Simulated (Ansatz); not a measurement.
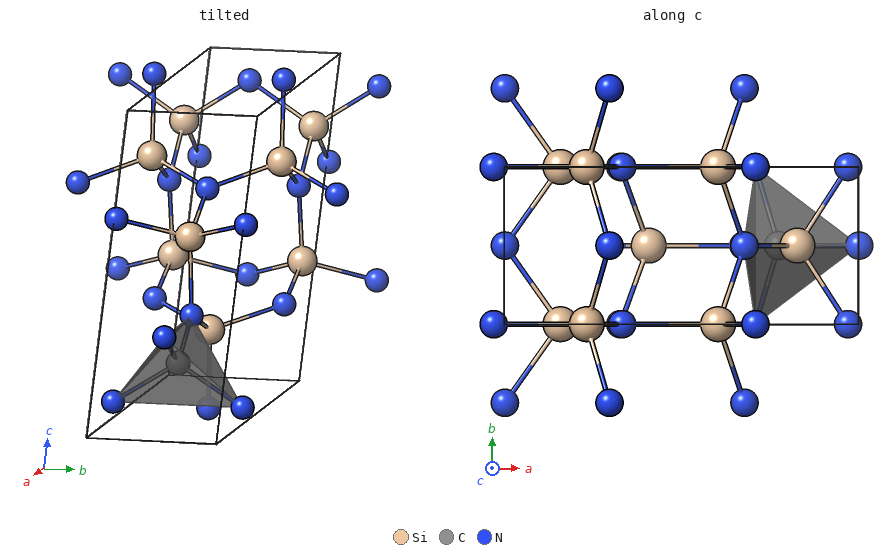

A polyhedral picture of a crystal structure, seen slightly off an axis and along the c axis. Atoms at the boundary of the conventional unit cell (the box) are drawn once for each face, edge or corner they touch. A few atoms beyond the faces are included.

Si$_{5}$CN$_{8}$, space group Pm (No. 6), a = 7.395 Å, b = 2.851 Å, c = 7.424 Å, α = 90.00°, β = 119.68°, γ = 90.00°. Its origin is a structure type filled with these elements by a generator (whether the compound takes this form wasn't checked). Earlier steps of the study may have refined or changed the cell and positions. An electronic-structure calculation with Ansatz was run on it.

This one geometry was computed with Ansatz (DFT, plane waves, PAW) at four levels of theory: HSE06, PBE0, PBE and r2SCAN. It was relaxed beforehand with r2SCAN.

Q: Which level gives the highest pressure at this volume, and what does that say about its equilibrium volume?

A: Highest: PBE (5.6 GPa), which points to the largest equilibrium volume. Lowest, with the smallest volume: HSE06 (-1.4 GPa) and PBE0 (-1.6 GPa). Levels within 0.5 GPa of each other can't be told apart.

Q: How does the band gap change with the level of theory?

A: PBE: a gap of 1.99 eV, indirect; r2SCAN: a gap of 2.33 eV, indirect; HSE06: a gap of 3.44 eV, indirect; PBE0: a gap of 4.20 eV, indirect.

Q: Collect the results in a table.

A:
| level | cutoff (eV) | k-mesh of the run's cell | gap (eV) | pressure (GPa) |
| --- | --- | --- | --- | --- |
| HSE06 | 420 | 2×6×2 | 3.44 | -1.4 |
| PBE0 | 420 | 2×6×2 | 4.20 | -1.6 |
| PBE | 420 | 4×10×4 | 1.99 | 5.6 |
| r2SCAN | 500 | 4×10×4 | 2.33 | 0.0 |

Gaps are taken on the k-mesh or band path of each run.
